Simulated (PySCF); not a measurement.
# BSe (doublet): what the fields show

```xyz
2

B     0.0000    0.0000   -1.5390
Se    0.0000    0.0000    0.2120
```

Computed with PBE0/6-31G(d,p), non-relativistic, at a bond length of 1.751 Å (PySCF).

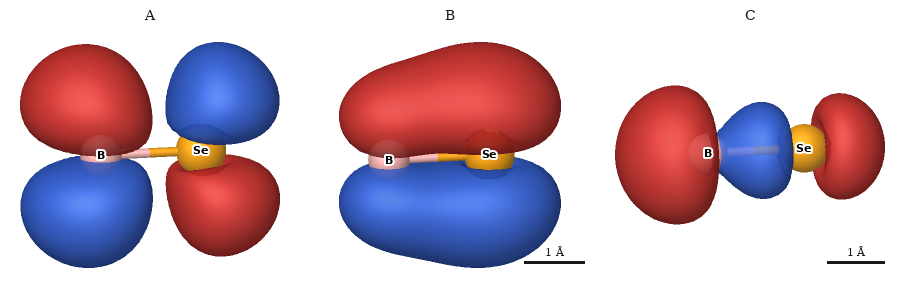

Figure 1. Three frontier α-spin orbitals, each drawn at the value that holds 80 % of its norm (blue and red are the two phases), in no order; of a degenerate pair one member is drawn.

Question: Name the orbitals and rank them from lowest to highest energy.

Answer: Orbital C: σ, occupied in this spin, −8.44 eV; shared between the atoms (B 65 %, Se 35 %).
Orbital B: π, occupied in this spin, −8.11 eV; mainly on Se (70 %).
Orbital A: π, empty in this spin, −1.72 eV; antibonding, with a node between the atoms.

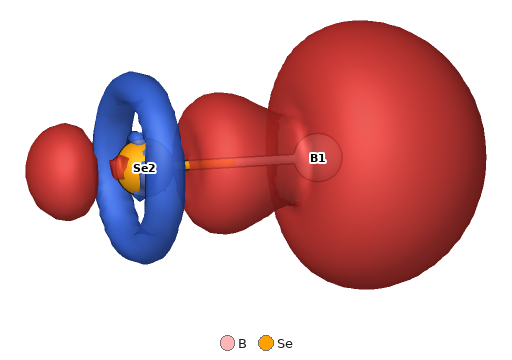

Figure 2. Isosurfaces of the spin density at +0.03 (red) and −0.03 e/Å³ (blue), seen from one side.

Question: Describe the spin distribution.

Answer: The unpaired spin (1 electron) lies mostly on B1 (about 1.0), in electrons by Hirshfeld's partition.

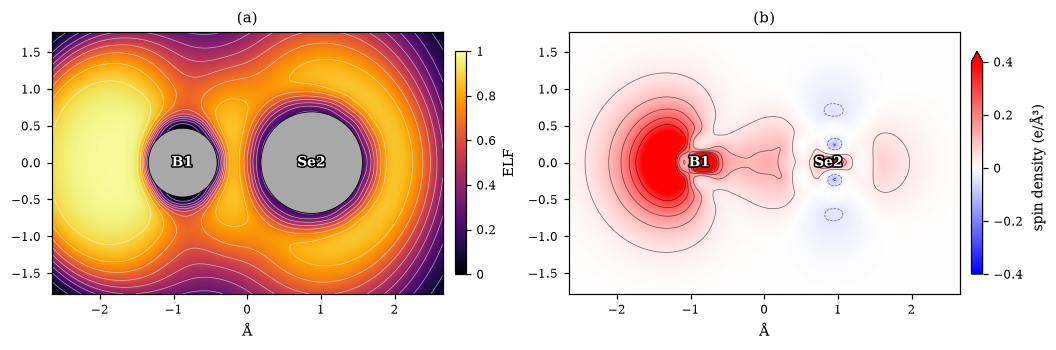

Figure 3. (a) ELF; (b) spin density on a plane that holds the molecular axis. Grey discs cover the atomic cores in the ELF map.

Question: What do the fields say about this system?

Answer: The plane passes through B and Se nuclei.
B–Se (1.75 Å): the ELF peaks at about 0.85 between the atoms (localised, covalent bonding).
The ELF also peaks beside Se2 and B1, away from the bonds: non-bonding electrons, paired or unpaired.
